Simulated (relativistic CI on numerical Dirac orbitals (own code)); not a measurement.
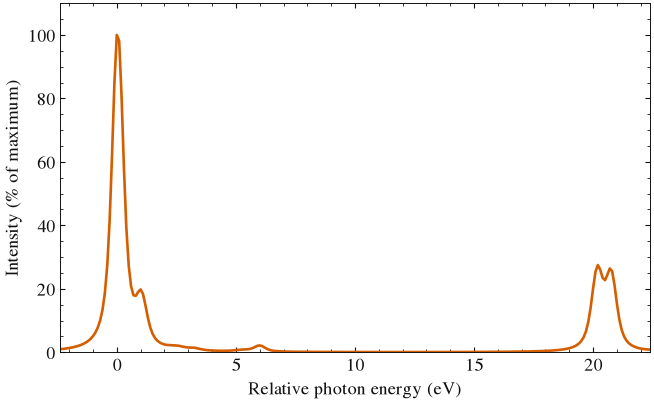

L₂,₃ X-ray absorption of nominal Cu³⁺ (d⁸) with Δ = −0.7, U_dd = 7.2, U_pd = 6.2, 10Dq = 1.3 (ligand 1.4), V(eg) = 2.4, V(t2g) = −1.06 eV, final-state hopping scaled by 1. Charge-transfer multiplet model of a cubic metal–ligand cluster, up to 2 ligand holes (L), atomic integrals computed for Dirac–Coulomb–Breit ions and scaled by 0.7, 300 K, Voigt broadening (Lorentzian 0.4 eV, Gaussian 0.3 eV). Energies are counted from the highest peak in the lower part of the range.

> What does the figure show?

The main maxima lie at 0.0 eV (100), 1.0 eV (20), 20.2 eV (27) and 20.7 eV (26), heights in % of the largest. The features below about 12 eV belong to the L₃ edge, those above mostly to the L₂ edge. The ground state is 43 % d⁸, 52 % d⁹L and 5 % d¹⁰L², with 8.62 d electrons and S = 1.00.
